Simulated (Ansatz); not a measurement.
**GaAs$_{3}$N$_{4}$: density, localisation and related maps**

```yaml
crystal:
  lattice:
    - [4.83576, 0.00000, 0.00000]
    - [0.00000, 4.83576, 0.00000]
    - [0.00000, 0.00000, 4.83576]
  atoms:
    - { symbol: Ga, position: [0.00000, 0.00000, 0.00000] }
    - { symbol: As, position: [0.00000, 0.50000, 0.50000] }
    - { symbol: As, position: [0.50000, 0.00000, 0.50000] }
    - { symbol: As, position: [0.50000, 0.50000, 0.00000] }
    - { symbol: N, position: [0.24001, 0.24001, 0.24001] }
    - { symbol: N, position: [0.75999, 0.75999, 0.24001] }
    - { symbol: N, position: [0.24001, 0.75999, 0.75999] }
    - { symbol: N, position: [0.75999, 0.24001, 0.75999] }
```

Space group P-43m; a structure from a database of computed crystals, not necessarily the ambient phase; started from the CdHg3Te4-215 prototype, which need not be the ambient phase.

Method: DFT, PBEsol, plane waves, PAW (Ansatz 0.2.0).

In a PAW calculation such maps are meaningful between the atoms, not at the nuclei.

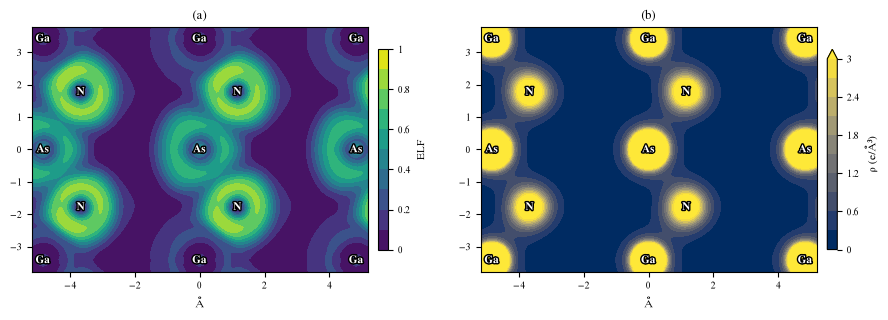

Figure 1. (a) ELF; (b) valence electron density on the (11̄0) plane of the conventional cell.

Read the bonding off the picture.

Atoms in the plane: Ga, As and N. Ga–N (2.01 Å): the density is about 0.65 e/Å³ at the midpoint; the ELF peaks at about 0.85 in the valence shell of N, 0.7 Å from its nucleus, and is about 0.45 at the midpoint. As–N (2.12 Å): the density is about 0.62 e/Å³ at the midpoint; the ELF peaks at about 0.80 in the valence shell of N, 0.6 Å from its nucleus, and drops to about 0.50 between the two atoms. Between the atoms the lowest density in this plane is 0.02 e/Å³.

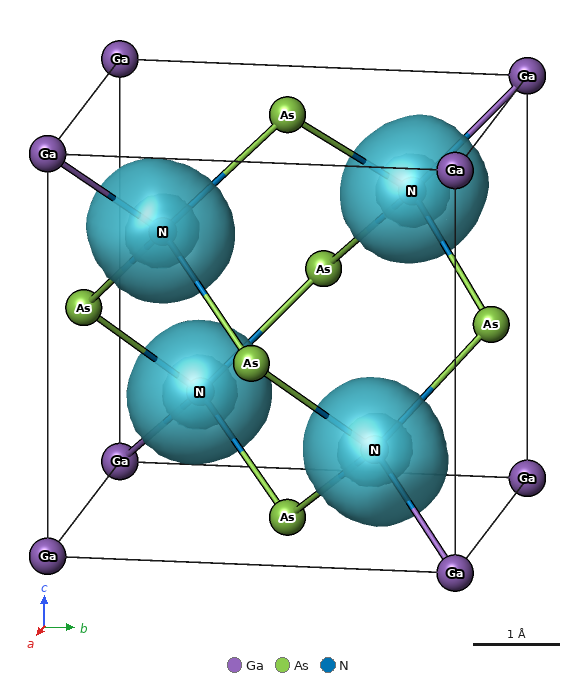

Figure 2. Isosurface of the electron localisation function at 0.7 (cyan), seen slightly off an axis. Core shells and regions of very low density are left out. Sticks mark near contacts.

Describe the localisation domains.

At this value the surface marks out four regions wrapped around N (the valence shell of each), counted in one cell of 8 atoms. Regions shared between cells count once.
